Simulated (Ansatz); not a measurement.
# SiH4 (singlet): correlated methods under varied settings at distance H1–H2 along a hydrogen transfer = 1.019 Å

Aim: run SiH4 (singlet) at one geometry under a spread of methods and options, and see what each costs and gives.

Method: the settings change from run to run; program: Ansatz 0.2.0, Gaussian basis.

8 further runs of the same task are left out: 1 for a mislabelled method, 5 that didn't finish, 2 set aside as unsound or not needed.

### 1 What is computed

The geometry derives from fragments relaxed apart (PBE0/def2-TZVP) and kept rigid, so it is no stationary point. A hydrogen atom is moved between rigid fragments.

5 atoms, charge 0, spin multiplicity 1.

Atoms are counted from 1 here; the program's logs count them from 0.

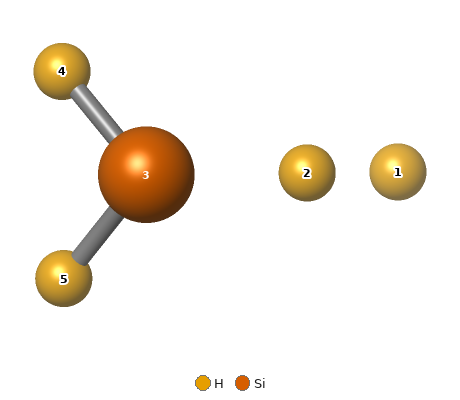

The geometry (hydrogen amber, silicon orange); atoms are numbered from 1 in the order of the file.

### 2 BCCD on RHF/6-31G

File in.yaml:

```yaml
crystal:
  periodic: [false, false, false]
  atoms:
    - {symbol: H, position_ang: [-2.718089, 0.054876, 0.000000]}
    - {symbol: H, position_ang: [-1.699089, 0.054876, 0.000000]}
    - {symbol: Si, position_ang: [0.106911, 0.054876, 0.000000]}
    - {symbol: H, position_ang: [0.719091, -0.819409, 1.090012]}
    - {symbol: H, position_ang: [0.719091, -0.819409, -1.090012]}
basis:
  gaussian: {orbitals: 6-31G}
magnetization: {spin_polarized: false}
correlation: {method: bccd, electrons: outside_noble_gas}
```

Started as:

```bash
> ansatz run in.yaml --threads 1 --pin off --events-out ev --progress --plain --max-ram 2393MiB
```

What it wrote, shortened:

```text
Functional definition: HF
  name "HF"
  cite "Fock, Z. Phys. 61, 126 (1930) doi:10.1007/BF01340294"
  parent pbe
[...]
268 factors; integrals over basis functions are off by at most 6.5e-4 eV
[...]
mean field -7919.59060281 eV, -291.0395865619 hartree, gradient 2.9e-6 eV, S^2 0.000000; 0 other end points of the search recorded, 0 dependent functions left out; unrestricted orbitals would lower it
5 core orbitals not correlated: weight in the atoms' cores, before any rotation towards them, 1.000 or more for the frozen orbitals, at most 0.000 for the correlated occupied ones
reference -7919.59060281 eV, -291.0395865619 hartree; 4, 4 occupied and 12, 12 virtual orbitals, 268 factors
second order -1.90649594 eV of doubles, -0.00000000 eV of singles
cycle   1  -2.43110576 eV  change   -5.2e-1 eV  update   7.6e-2
[...]
cycle  12  -2.79856682 eV  change   -7.5e-7 eV  update   2.5e-6
Total energy: -7922.38916962 eV, -291.1424319954 hartree
```

Run time: 0.21 s. Hardware: 1 thread of Intel Xeon 6975P-C, shared host.

From the report: correlation -2.7986 eV; largest double amplitude 0.19.

### 3 CCSD on RHF/6-31G

Changes to in.yaml since step 2:

```diff
@@ -11,2 +11,3 @@
 magnetization: {spin_polarized: false}
-correlation: {method: bccd, electrons: outside_noble_gas}
+correlation: {method: ccsd, electrons: outside_noble_gas}
+accuracy: high
```

Same command.

What it wrote, shortened:

```text
Functional definition: HF
  name "HF"
  cite "Fock, Z. Phys. 61, 126 (1930) doi:10.1007/BF01340294"
  parent pbe
[...]
464 factors; integrals over basis functions are off by at most 3.6e-9 eV
[...]
mean field -7919.59065737 eV, -291.0395885669 hartree, gradient 1.2e-8 eV, S^2 0.000000; 0 other end points of the search recorded, 0 dependent functions left out; unrestricted orbitals would lower it
5 core orbitals not correlated: weight in the atoms' cores, before any rotation towards them, 1.000 or more for the frozen orbitals, at most 0.000 for the correlated occupied ones
reference -7919.59065737 eV, -291.0395885669 hartree; 4, 4 occupied and 12, 12 virtual orbitals, 464 factors
second order -1.90653620 eV of doubles, -0.00000000 eV of singles
cycle   1  -2.42248641 eV  change   -5.2e-1 eV  update   7.6e-2
[...]
cycle  25  -2.80128988 eV  change  -1.8e-10 eV  update  3.5e-10
Total energy: -7922.39194725 eV, -291.1425340712 hartree
```

Wall time 0.24 s (1 thread of Intel Xeon 6975P-C, shared host).

From the report: correlation -2.8013 eV; T1 0.018; largest double amplitude 0.19.

### 4 NEVPT2(4,4)/6-31G

Changes to in.yaml since step 3:

```diff
@@ -10,4 +10,4 @@
   gaussian: {orbitals: 6-31G}
-magnetization: {spin_polarized: false}
-correlation: {method: ccsd, electrons: outside_noble_gas}
+correlation: {method: sc_nevpt2, electrons: outside_noble_gas, active_space: {window: {electrons: 4, orbitals: 4}}}
 accuracy: high
+scf: {lower_state_search: off}
```

Same command.

What it wrote, shortened:

```text
Functional definition: HF
  name "HF"
  cite "Fock, Z. Phys. 61, 126 (1930) doi:10.1007/BF01340294"
  parent pbe
[...]
464 factors; integrals over basis functions are off by at most 3.6e-9 eV
[...]
mean field -7919.59065737 eV, -291.0395885669 hartree, gradient 1.2e-8 eV, S^2 0.000000; 0 other end points of the search recorded, 0 dependent functions left out
reference -7919.59065737 eV, -291.0395885669 hartree; 9, 9 occupied and 12, 12 virtual orbitals, 464 factors
state -7920.72470311 eV, -291.0812639792 hartree
state -7920.72470311 eV, -291.0812639792 hartree; corrected -7921.80748868 eV, -291.1210556148 hartree
Total energy: -7921.80748868 eV, -291.1210556148 hartree
Checks for a lower state left out: stability, starts, cluster_reference, orbital_swaps, neighbouring_geometries, increment
```

It took 0.21 s on 1 thread of Intel Xeon 6975P-C, shared host.

From the report: 36 determinants; active occupations 1.97, 1.94, 0.06, 0.03.

### 5 BCCD(T) on RHF/6-31G

Changes to in.yaml since step 4:

```diff
@@ -10,4 +10,3 @@
   gaussian: {orbitals: 6-31G}
-correlation: {method: sc_nevpt2, electrons: outside_noble_gas, active_space: {window: {electrons: 4, orbitals: 4}}}
-accuracy: high
-scf: {lower_state_search: off}
+magnetization: {spin_polarized: false}
+correlation: {method: bccd_t, electrons: valence}
```

The command is unchanged.

What it wrote, shortened:

```text
Functional definition: HF
  name "HF"
  cite "Fock, Z. Phys. 61, 126 (1930) doi:10.1007/BF01340294"
  parent pbe
[...]
268 factors; integrals over basis functions are off by at most 6.5e-4 eV
[...]
mean field -7919.59060281 eV, -291.0395865619 hartree, gradient 2.9e-6 eV, S^2 0.000000; 0 other end points of the search recorded, 0 dependent functions left out; unrestricted orbitals would lower it
5 core orbitals not correlated: weight in the atoms' cores, before any rotation towards them, 1.000 or more for the frozen orbitals, at most 0.000 for the correlated occupied ones
reference -7919.59060281 eV, -291.0395865619 hartree; 4, 4 occupied and 12, 12 virtual orbitals, 268 factors
second order -1.90649594 eV of doubles, -0.00000000 eV of singles
cycle   1  -2.43110574 eV  change   -5.2e-1 eV  update   7.6e-2
[...]
cycle  12  -2.79856686 eV  change   -8.0e-7 eV  update   2.5e-6
perturbative correction -0.04333206 eV, -0.0015924237 hartree
Total energy: -7922.43250173 eV, -291.1440244208 hartree
```

Run time: 0.21 s. Hardware: 1 thread of Intel Xeon 6975P-C, shared host.

From the report: correlation -2.8419 eV; largest double amplitude 0.19.

### 6 NEVPT2(8,7)/6-31G

Changes to in.yaml since step 5:

```diff
@@ -10,3 +10,3 @@
   gaussian: {orbitals: 6-31G}
-magnetization: {spin_polarized: false}
-correlation: {method: bccd_t, electrons: valence}
+correlation: {method: sc_nevpt2, electrons: valence, active_space: {window: {electrons: 8, orbitals: 7}, states: [{multiplicity: 1, weights: [0.5, 0.5, 1]}], root: 2}}
+output: {forces: true}
```

Launched as before.

What it wrote, shortened:

```text
Functional definition: HF
  name "HF"
  cite "Fock, Z. Phys. 61, 126 (1930) doi:10.1007/BF01340294"
  parent pbe
[...]
451 factors; integrals over basis functions are off by at most 1.1e-7 eV
[...]
mean field -7919.59065736 eV, -291.0395885666 hartree, gradient 1.4e-6 eV, S^2 0.000000; 0 other end points of the search recorded, 0 dependent functions left out; unrestricted orbitals would lower it
reference -7919.59065736 eV, -291.0395885666 hartree; 9, 9 occupied and 12, 12 virtual orbitals, 451 factors
state -7921.11916856 eV, -291.0957603172 hartree
state -7918.50462211 eV, -290.9996775072 hartree
state -7916.40884630 eV, -290.9226591667 hartree
state -7921.11916856 eV, -291.0957603172 hartree; corrected -7921.98888100 eV, -291.1277216599 hartree
state -7918.50462211 eV, -290.9996775072 hartree; corrected -7919.41697990 eV, -291.0332060377 hartree
state -7916.40884630 eV, -290.9226591667 hartree; corrected -7917.33456455 eV, -290.9566786853 hartree
[...]
WARN: the results are in doubt because the forces break the atoms' symmetry
Total energy: -7917.33456455 eV, -290.9566786853 hartree
Atom 0 at    -2.718089     0.054876     0.000000 Å, force    -1.272065     0.530710    -0.008343 eV/Å
Atom 1 at    -1.699089     0.054876     0.000000 Å, force     0.555900    -0.125421    -0.021817 eV/Å
Atom 2 at     0.106911     0.054876     0.000000 Å, force     0.853245    -2.680096    -0.225188 eV/Å
Atom 3 at     0.719091    -0.819409     1.090012 Å, force     0.032051     1.034998     1.247264 eV/Å
Atom 4 at     0.719091    -0.819409    -1.090012 Å, force    -0.169131     1.239809    -0.991916 eV/Å
Dipole moment:     0.107207     0.152213     0.011965 e Å
In doubt: the forces break the atoms' symmetry
```

It took 2.9 s on 1 thread of Intel Xeon 6975P-C, shared host.

From the report: 1,225 determinants; active occupations (of the averaged states) 1.99, 1.96, 1.90, 1.14, 0.90, 0.09, 0.03. The program marks this result as in doubt; its last lines say why.

### 7 BCCD on RHF/def2-TZVP

Changes to in.yaml since step 6:

```diff
@@ -9,4 +9,5 @@
 basis:
-  gaussian: {orbitals: 6-31G}
-correlation: {method: sc_nevpt2, electrons: valence, active_space: {window: {electrons: 8, orbitals: 7}, states: [{multiplicity: 1, weights: [0.5, 0.5, 1]}], root: 2}}
-output: {forces: true}
+  gaussian: {orbitals: def2-TZVP}
+magnetization: {spin_polarized: false}
+correlation: {method: bccd, electrons: outside_noble_gas}
+accuracy: high
```

Same command.

What it wrote, shortened:

```text
Functional definition: HF
  name "HF"
  cite "Fock, Z. Phys. 61, 126 (1930) doi:10.1007/BF01340294"
  parent pbe
[...]
1033 factors; integrals over basis functions are off by at most 4.0e-9 eV
[...]
mean field -7921.31550010 eV, -291.1029753682 hartree, gradient 5.5e-8 eV, S^2 0.000000; 0 other end points of the search recorded, 0 dependent functions left out; unrestricted orbitals would lower it
5 core orbitals not correlated: weight in the atoms' cores, before any rotation towards them, 1.000 or more for the frozen orbitals, at most 0.000 for the correlated occupied ones
reference -7921.31550010 eV, -291.1029753682 hartree; 4, 4 occupied and 52, 52 virtual orbitals, 1033 factors
second order -3.87804683 eV of doubles, -0.00000000 eV of singles
cycle   1  -4.57127073 eV  change   -6.9e-1 eV  update   7.7e-2
[...]
cycle  28  -4.91595435 eV  change  -3.2e-10 eV  update  2.9e-10
Total energy: -7926.23145445 eV, -291.2836333583 hartree
```

It took 2 s on 1 thread of Intel Xeon 6975P-C, shared host.

From the report: correlation -4.9160 eV; largest double amplitude 0.15.

### 8 CCSD(T) on UHF/def2-SVP

Changes to in.yaml since step 7:

```diff
@@ -9,5 +9,5 @@
 basis:
-  gaussian: {orbitals: def2-TZVP}
-magnetization: {spin_polarized: false}
-correlation: {method: bccd, electrons: outside_noble_gas}
+  gaussian: {orbitals: def2-SVP}
+magnetization: {spin_polarized: true, initial_magnetization: 0}
+correlation: {method: ccsd_t, electrons: outside_noble_gas, diis_vectors: 12}
 accuracy: high
```

Same command.

What it wrote, shortened:

```text
Functional definition: HF
  name "HF"
  cite "Fock, Z. Phys. 61, 126 (1930) doi:10.1007/BF01340294"
  parent pbe
[...]
709 factors; integrals over basis functions are off by at most 3.8e-9 eV
[...]
mean field -7918.87991015 eV, -291.0134690883 hartree, gradient 2.0e-8 eV, S^2 0.684870; 4 other end points of the search recorded, 0 dependent functions left out
determinant -7918.87991015 eV, -291.0134690883 hartree, with singles and doubles -7922.85259571 eV, -291.1594625899 hartree
determinant -7917.07979712 eV, -290.9473161547 hartree, with singles and doubles -7921.44134447 eV, -291.1076000633 hartree
determinant -7918.52031285 eV, -291.0002541315 hartree, with singles and doubles -7922.97977136 eV, -291.1641362088 hartree
5 core orbitals not correlated: weight in the atoms' cores, before any rotation towards them, 1.000 or more for the frozen orbitals, at most 0.000 for the correlated occupied ones
reference -7918.87991015 eV, -291.0134690883 hartree; 4, 4 occupied and 29, 29 virtual orbitals, 709 factors
second order -2.91337412 eV of doubles, -0.00000000 eV of singles
cycle   1  -3.97385528 eV  change   -1.2e-3 eV  update   1.0e-2
[...]
cycle  28  -4.02889840 eV  change   3.0e-10 eV  update  5.3e-10
perturbative correction -0.13099503 eV, -0.0048139786 hartree
Total energy: -7923.03980358 eV, -291.1663423523 hartree
```

Run time: 1.6 s. Hardware: 1 thread of Intel Xeon 6975P-C, shared host.

From the report: ⟨S²⟩ of the determinant 0.685 (pure singlet: 0.00); correlation -4.1599 eV; T1 0.091; largest double amplitude 0.17. The determinant is far from a pure spin state, so its energy mixes those of several spin states (harmless only where they are near-degenerate, as at dissociation).

### 9 CCSDT(Q) on UHF/6-31G*

Changes to in.yaml since step 8:

```diff
@@ -9,5 +9,5 @@
 basis:
-  gaussian: {orbitals: def2-SVP}
+  gaussian: {orbitals: "6-31G*"}
 magnetization: {spin_polarized: true, initial_magnetization: 0}
-correlation: {method: ccsd_t, electrons: outside_noble_gas, diis_vectors: 12}
-accuracy: high
+correlation: {method: ccsdt_q, electrons: valence}
+output: {forces: true}
```

Launched as before.

What it wrote, shortened:

```text
Functional definition: HF
  name "HF"
  cite "Fock, Z. Phys. 61, 126 (1930) doi:10.1007/BF01340294"
  parent pbe
[...]
494 factors; integrals over basis functions are off by at most 2.3e-7 eV
[...]
mean field -7920.76978496 eV, -291.0829207065 hartree, gradient 2.3e-6 eV, S^2 0.682297; 5 other end points of the search recorded, 0 dependent functions left out
determinant -7920.76978496 eV, -291.0829207065 hartree, with singles and doubles -7923.85605761 eV, -291.1963391347 hartree
determinant -7918.91846651 eV, -291.0148860086 hartree, with singles and doubles -7922.44575775 eV, -291.1445115709 hartree
determinant -7920.41229316 eV, -291.0697831255 hartree, with singles and doubles -7923.99039769 eV, -291.2012760415 hartree
5 core orbitals not correlated: weight in the atoms' cores, before any rotation towards them, 1.000 or more for the frozen orbitals, at most 0.000 for the correlated occupied ones
reference -7920.76978496 eV, -291.0829207065 hartree; 4, 4 occupied and 18, 18 virtual orbitals, 494 factors
second order -2.11445644 eV of doubles, -0.00000000 eV of singles
cycle   1  -2.62662073 eV  change   -5.1e-1 eV  update   7.3e-2
[...]
cycle  21  -3.32609810 eV  change   -4.3e-7 eV  update   6.1e-7
perturbative correction -0.00633085 eV, -0.0002326545 hartree
[...]
Total energy: -7924.10221390 eV, -291.2053852116 hartree
Atom 0 at    -2.718089     0.054876     0.000000 Å, force     2.336746    -0.354672    -0.000000 eV/Å
Atom 1 at    -1.699089     0.054876     0.000000 Å, force    -2.960144     0.238456    -0.000000 eV/Å
Atom 2 at     0.106911     0.054876     0.000000 Å, force     1.209745     0.212042     0.000000 eV/Å
Atom 3 at     0.719091    -0.819409     1.090012 Å, force    -0.293174    -0.047913     0.164713 eV/Å
Atom 4 at     0.719091    -0.819409    -1.090012 Å, force    -0.293174    -0.047913    -0.164713 eV/Å
Dipole moment:    -0.025518    -0.038185     0.000000 e Å
```

It took 11 s on 1 thread of Intel Xeon 6975P-C, shared host.

From the report: ⟨S²⟩ of the determinant 0.682 (pure singlet: 0.00); correlation -3.3324 eV; T1 0.127; largest double amplitude 0.26. The determinant is far from a pure spin state, so its energy mixes those of several spin states (harmless only where they are near-degenerate, as at dissociation).

### 10 The runs in one table

Where basis and cores are those of an earlier FCI/6-31G run (-7922.4507 eV), and the state is the same kind, the miss against it is given. † marks a result that the program doubts.

```
                                             level         correlated  functions  energy (eV)  from FCI (meV)    time
                                 BCCD on RHF/6-31G  outside noble gas         21   -7922.3892            61.5  0.21 s
                                 CCSD on RHF/6-31G  outside noble gas         21   -7922.3919            58.7  0.24 s
                                 NEVPT2(4,4)/6-31G  outside noble gas         21   -7921.8075           643.2  0.21 s
                              BCCD(T) on RHF/6-31G            valence         21   -7922.4325            18.2  0.21 s
NEVPT2(8,7)/6-31G (excited root 2 of an average) †            valence         21   -7917.3346                   2.9 s
                             BCCD on RHF/def2-TZVP  outside noble gas         61   -7926.2315                     2 s
                           CCSD(T) on UHF/def2-SVP  outside noble gas         38   -7923.0398                   1.6 s
                            CCSDT(Q) on UHF/6-31G*            valence         27   -7924.1022                    11 s
```

### 11 Summary of results

| quantity | value |
| --- | --- |
| runs | 8 |
| quickest | BCCD on RHF/6-31G, 0.21 s |
| slowest | CCSDT(Q) on UHF/6-31G*, 11 s |

Total energies in different bases, with other cores or another treatment of relativity can't be set against each other. CCSDT(Q) on UHF/6-31G* took 53 times as long as BCCD on RHF/6-31G; the jobs differ in more than the method. Among the correlated runs with a miss given, it spans +18 to +643 meV.
